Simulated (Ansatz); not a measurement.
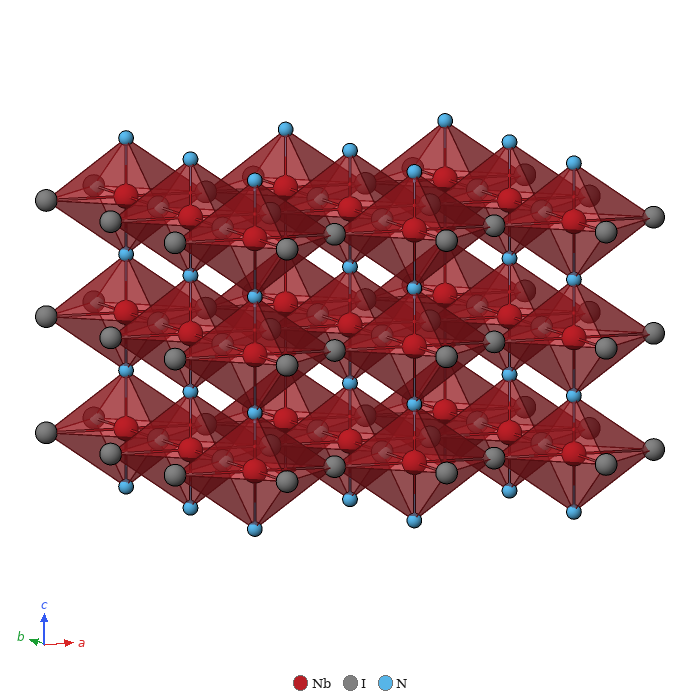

Polyhedra are drawn about Nb (bonds: I–Nb below 3.2 Å and N–Nb below 2.2 Å); other atoms are plain spheres.

NbI₂N (space group P4/mmm, No. 123). Coordinates: coordinates from a relaxation with DFT PBE, scalar-relativistic, plane waves, PAW (Ansatz); the starting structure was generated, so it need not be a known form of this composition.

Sharing among the drawn polyhedra:

| site | polyhedron | corner-sharing neighbours | edge-sharing | face-sharing | bond (Å) |
| --- | --- | --- | --- | --- | --- |
| Nb | NbI4N2 octahedron | 6 | 0 | 0 | 1.95–2.86 |

They form a three-dimensional framework of corner-sharing octahedra.
